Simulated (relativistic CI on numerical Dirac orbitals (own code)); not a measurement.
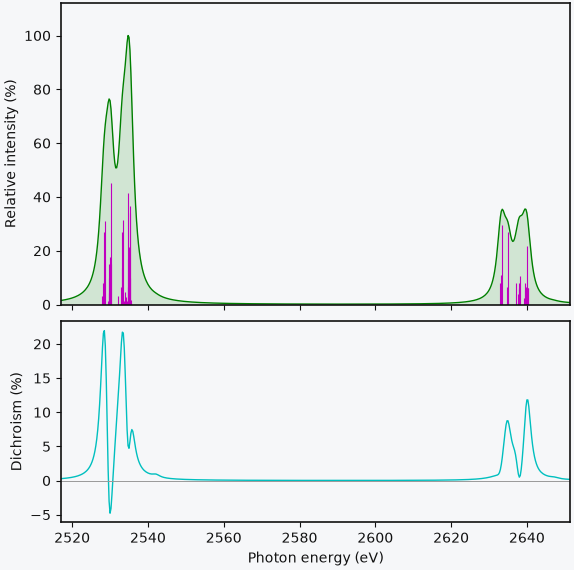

L₂,₃ X-ray absorption of Mo⁵⁺, [Kr] 4d, in a field of Oh symmetry with 10Dq = 40,650 cm⁻¹. Sticks are the strongest transitions, on a scale of their own. Multiplet model: relativistic Dirac–Coulomb–Breit theory, one configuration a step, Slater integrals scaled by 1, 10 K, Voigt broadening (Lorentzian 2.4 eV, Gaussian 0.5 eV full widths), computed with a radial Dirac CI code. Dichroism is for the ground state at zero temperature, magnetised by an exchange field of 10 meV on Sz.

> Give the peaks, the centroid and the ground-state spin.

The main maxima lie at 2529.8 eV (76), 2534.8 eV (100), 2633.5 eV (35) and 2639.6 eV (36), heights in % of the largest; the centroid is at 2563.8 eV. The lower edge holds 0.70 of the intensity (branching ratio, edges parted at 2587 eV), and the core spin-orbit splitting of the orbitals is 109 eV. The ground state has S = 0.50. The circular dichroism (Δm = −1 less Δm = +1) is largest at 2528.5 eV, 22 % of the isotropic maximum; its integrals over the lower and upper edge are 0.037 and 0.019 of the sum over the three polarisations. The magnetised ground state has ⟨Lz⟩ = 1.00 and ⟨Sz⟩ = −0.50.

Caveat: free-ion energies, so absolute edge positions are off by a few eV from solids.
